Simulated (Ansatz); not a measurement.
**What a change does: single-point calculation on AlBNH₆**

System: AlBNH₆, charge +1.
Method of the first run: RHF-CCSD(T), frozen core/def2-TZVPP (Ansatz 0.2.0).

The geometry: displaced from a GFN2-xTB structure. Text and figures count atoms from 1; the logs count them from 0 in places.

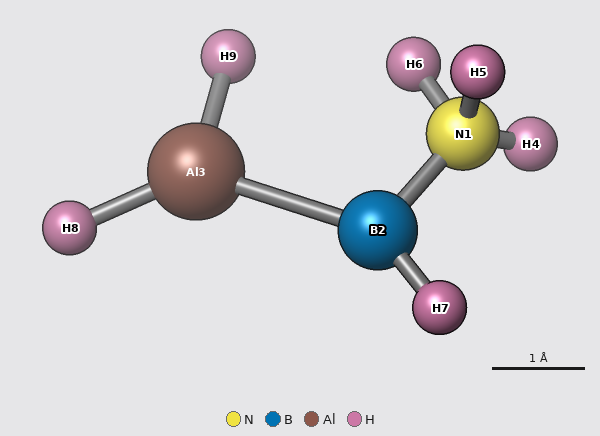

The structure as given in the input (ball-and-stick view, seen at a tilt; atoms are numbered from 1 in the order of the input). Sticks mark near contacts.

### The input, the first run
```yaml
crystal:
  periodic: [false, false, false]
  atoms:
    - {symbol: N, position_ang: [-0.589200, 0.780900, -0.647400]}
    - {symbol: B, position_ang: [0.510000, -0.174300, -0.858300]}
    - {symbol: Al, position_ang: [0.731700, -1.203700, 1.088100]}
    - {symbol: H, position_ang: [-1.416600, 0.791000, -1.103200]}
    - {symbol: H, position_ang: [-0.153800, 1.746000, -0.453800]}
    - {symbol: H, position_ang: [-0.949000, 0.711100, 0.361200]}
    - {symbol: H, position_ang: [0.728700, -0.148300, -1.997200]}
    - {symbol: H, position_ang: [1.573900, -2.349800, 1.587500]}
    - {symbol: H, position_ang: [-0.390900, -0.592500, 1.897700]}
basis:
  gaussian: {orbitals: def2-TZVPP}
total_charge: 1
correlation: {method: ccsd_t}
output: {forces: true}
```

Hardware: 4 CPU threads, shared host.

### Output (the first run)
```
Functional definition: HF
  exchange = exact_x
  correlation = 0
1082 factors; integrals over basis functions are off by at most 1.2e-3 eV
mean field evaluation 1: about -8819.9409 eV, gradient 4.4e1 eV
mean field evaluation 2: about -8819.9403 eV, gradient 4.4e1 eV
mean field evaluation 4: about -8824.2573 eV, gradient 3.0e0 eV
mean field evaluation 8: about -8824.3008 eV, gradient 1.2e-1 eV
mean field evaluation 16: about -8824.3021 eV, gradient 4.8e-1 eV
mean field -8824.30090428 eV, -324.2870769063 hartree, gradient 1.9e-6 eV, S^2 0.000000; 0 other end points of the search recorded, 0 dependent functions left out
7 core orbitals not correlated: weight in the atoms' cores, before any rotation towards them, 1.000 or more for the frozen orbitals, at most 0.000 for the correlated occupied ones
reference -8824.30090428 eV, -324.2870769063 hartree; 8, 8 occupied and 173, 173 virtual orbitals, 1082 factors
second order -10.61276598 eV of doubles, -0.00000000 eV of singles
cycle   1  -11.37609117 eV  change   -7.6e-1 eV  update   7.0e-2
cycle   2  -11.74414255 eV  change   -3.7e-1 eV  update   2.4e-2
cycle   3  -11.76971709 eV  change   -2.6e-2 eV  update   7.6e-3
cycle   4  -11.76741477 eV  change    2.3e-3 eV  update   2.8e-3
cycle   5  -11.76785261 eV  change   -4.4e-4 eV  update   8.9e-4
cycle   6  -11.76771362 eV  change    1.4e-4 eV  update   3.2e-4
cycle   7  -11.76764274 eV  change    7.1e-5 eV  update   1.1e-4
cycle   8  -11.76767536 eV  change   -3.3e-5 eV  update   4.7e-5
cycle   9  -11.76768149 eV  change   -6.1e-6 eV  update   1.9e-5
cycle  10  -11.76767223 eV  change    9.3e-6 eV  update   9.3e-6
cycle  11  -11.76767634 eV  change   -4.1e-6 eV  update   5.0e-6
cycle  12  -11.76767654 eV  change   -2.0e-7 eV  update   2.6e-6
perturbative correction -0.35678982 eV, -0.0131117842 hartree
the calculation of the forces begins
Total energy: -8836.42537064 eV, -324.7326428268 hartree
Atom 0 at    -0.589200     0.780900    -0.647400 Å, force     1.366388     3.078574     6.594281 eV/Å
Atom 1 at     0.510000    -0.174300    -0.858300 Å, force     0.946815    -1.584395    -0.066385 eV/Å
Atom 2 at     0.731700    -1.203700     1.088100 Å, force     0.708053    -0.209575    -0.866948 eV/Å
Atom 3 at    -1.416600     0.791000    -1.103200 Å, force    -3.049549     0.579034    -3.167176 eV/Å
Atom 4 at    -0.153800     1.746000    -0.453800 Å, force    -0.758215    -1.000805    -1.455119 eV/Å
Atom 5 at    -0.949000     0.711100     0.361200 Å, force     0.324139    -0.535302    -1.013688 eV/Å
Atom 6 at     0.728700    -0.148300    -1.997200 Å, force     0.748358    -0.408289    -0.650989 eV/Å
Atom 7 at     1.573900    -2.349800     1.587500 Å, force     0.620729    -0.623718     0.136880 eV/Å
Atom 8 at    -0.390900    -0.592500     1.897700 Å, force    -0.906719     0.704475     0.489144 eV/Å
Dipole moment:    -0.478136     0.820027    -0.427761 e Å
```

For the second run the input was changed thus:
```diff
-correlation: {method: ccsd_t}
+hamiltonian: {xc: {name: wB97M-V}}
```

Predict how the results change.

The total energies belong to different methods, so their difference says nothing on which is more stable or more accurate. The largest force goes from 7.405 to 7.309 eV/Å.

### Output (the second run)
```
Functional definition: wB97M-V
  parameter omega = 0.3/bohr
  parameter cx = 0.15
  parameter cx01 = 1.007
  parameter cx10 = 0.259
  parameter css00 = 0.443
  parameter css04 = -1.437
  parameter css10 = -4.535
  parameter css20 = -3.390
  parameter css43 = 4.278
  parameter cos00 = 1.000
  parameter cos10 = 1.358
  parameter cos20 = 2.924
  parameter cos21 = -8.812
  parameter cos60 = -1.390
  parameter cos61 = 9.142
  parameter b = 6.0
  parameter c = 0.01
  gx(w, u) = 1 - cx + cx01*u + cx10*w
  gss(w, u) = css00 + css04*u^4 + css10*w + css20*w^2 + css43*w^4*u^3
  gos(w, u) = cos00 + cos10*w + (cos20 + cos21*u)*w^2 + (cos60 + cos61*u)*w^6
  exchange = spin_sum(e_x_unif_sr(omega)*gx(b97_w, b97_u_x)) + cx*exact_x_sr(omega) + exact_x_lr(omega)
  correlation = spin_sum(e_c_pw_mod_same_spin*gss(b97_w, b97_u_same))
      + integral(e_c_pw_mod_opposite_spin*gos(b97_w_opposite, b97_u_opposite)) + vv10(b, c)
950 factors; their error is unknown
265 factors; integrals over basis functions are off by at most 1.2e-5 eV
mean field evaluation 1: about -8844.0150 eV, gradient 6.3e1 eV
mean field evaluation 2: about -8845.8433 eV, gradient 5.4e1 eV
mean field evaluation 4: about -8851.3459 eV, gradient 7.9e-1 eV
mean field evaluation 8: about -8851.3474 eV, gradient 3.5e-1 eV
mean field evaluation 16: about -8851.3475 eV, gradient 6.2e-5 eV
mean field -8851.34753555 eV, -325.2810222727 hartree, gradient 6.2e-5 eV, S^2 0.000000; 0 other end points of the search recorded, 0 dependent functions left out
the calculation of the forces begins
reference -8851.34759100 eV, -325.2810243105 hartree; 15, 15 occupied and 173, 173 virtual orbitals, 950 factors
Total energy: -8851.34759100 eV, -325.2810243105 hartree
Atom 0 at    -0.589200     0.780900    -0.647400 Å, force     1.561764     2.893909     6.526944 eV/Å
Atom 1 at     0.510000    -0.174300    -0.858300 Å, force     0.799803    -1.426957    -0.057809 eV/Å
Atom 2 at     0.731700    -1.203700     1.088100 Å, force     0.697111    -0.204673    -0.877821 eV/Å
Atom 3 at    -1.416600     0.791000    -1.103200 Å, force    -3.033958     0.558877    -3.149418 eV/Å
Atom 4 at    -0.153800     1.746000    -0.453800 Å, force    -0.744782    -1.025106    -1.433365 eV/Å
Atom 5 at    -0.949000     0.711100     0.361200 Å, force     0.330027    -0.536106    -1.010158 eV/Å
Atom 6 at     0.728700    -0.148300    -1.997200 Å, force     0.699805    -0.407264    -0.538253 eV/Å
Atom 7 at     1.573900    -2.349800     1.587500 Å, force     0.538567    -0.523676     0.098135 eV/Å
Atom 8 at    -0.390900    -0.592500     1.897700 Å, force    -0.848335     0.670996     0.441747 eV/Å
Dipole moment:    -0.481113     0.819478    -0.414789 e Å
```

### The two runs side by side

| quantity | the first run | the second run |
| --- | --- | --- |
| outcome | converged | converged |
| total energy (hartree) | −324.732643 | −325.281024 |
| largest force (eV/Å) | 7.405 | 7.309 |
| basis functions | 188 | 188 |
| wall time (shared host) | 61 s | 3.4 s |
